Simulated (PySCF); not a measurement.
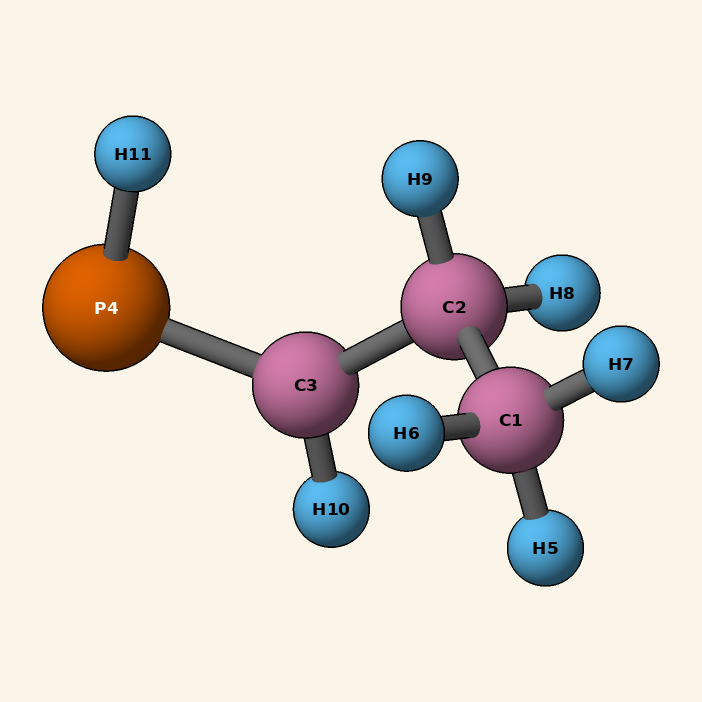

The questions are on isotropic NMR shieldings of the H atoms. The geometry was computed by an optimisation with GFN2-xTB. No frequency run is at hand to confirm it as a minimum. Properties computed with GIAO PBE0/pcSseg-1 NMR shielding, non-relativistic, gas phase (PySCF 2.14.0).

**Which H atom is the most shielded (lowest chemical shift)?**

H6 (30.76 ppm).

**Which H atom is the least shielded (highest chemical shift)?**

H10 (22.56 ppm).

**How wide is the range of H shifts?**

8.20 ppm.

List the isotropic NMR shieldings of the H atoms.

```
atom  σ (ppm)
  H5    30.54
  H6    30.76
  H7    30.42
  H8    28.81
  H9    28.88
 H10    22.56
 H11    25.28
```

The geometry is semi-empirical. Around P such bond lengths and angles can be off by a tenth of an ångström or more and by several degrees, and values that hang on the shape move with them.
